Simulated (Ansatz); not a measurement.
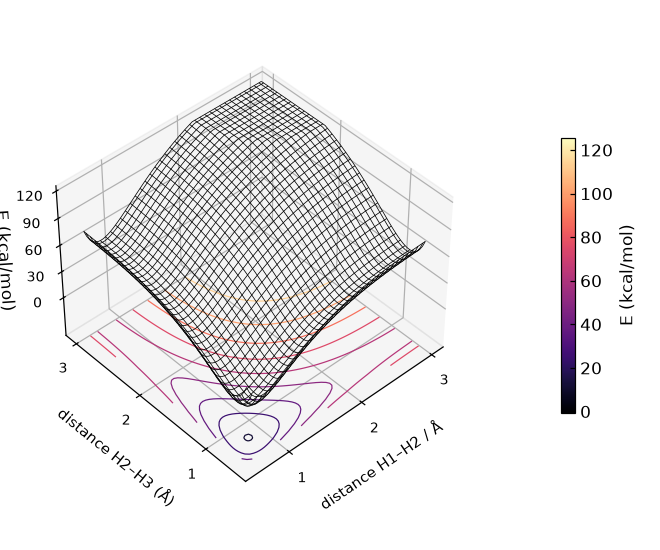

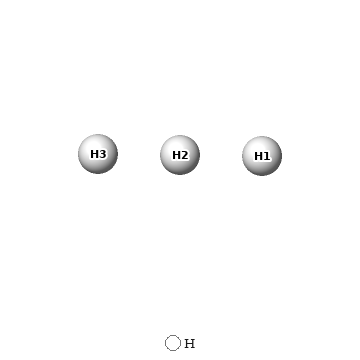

Energy landscape of the system H⁺ + H₂. The first coordinate is: distance H1–H2; the second: distance H2–H3. Nothing is relaxed (the angle H1–H2–H3 is fixed at 180 degrees). Grid: 17 × 17 points; 153 points were computed and 136 follow by symmetry. Energies: kcal/mol, counted from the lowest grid point. The reference is spin-restricted, so regions where a bond is pulled apart into radicals lie too high. These are results of Ansatz, RKS PBE-D4/aug-cc-pVTZ, not measurements.

Drawn: a relief with its contours projected below, any walls above the top of the colour scale cut off. Between grid points the surface is interpolated. The second picture is the structure at the lowest point.

> Describe this landscape.

The lowest grid point is at distance H1–H2 = 0.864 Å, distance H2–H3 = 0.864 Å. It is the only kind of minimum in the scanned range. The highest grid point, distance H1–H2 = 2.992 Å, distance H2–H3 = 2.992 Å, lies 144 kcal/mol above the lowest. Round the minimum the contours are nearly round: the two directions are equally stiff and uncoupled.

The whole map (153 points run) took 51 s on 1 thread of Intel(R) Xeon(R) CPU @ 2.80GHz (Skylake/Cascade Lake), with other jobs on the host.
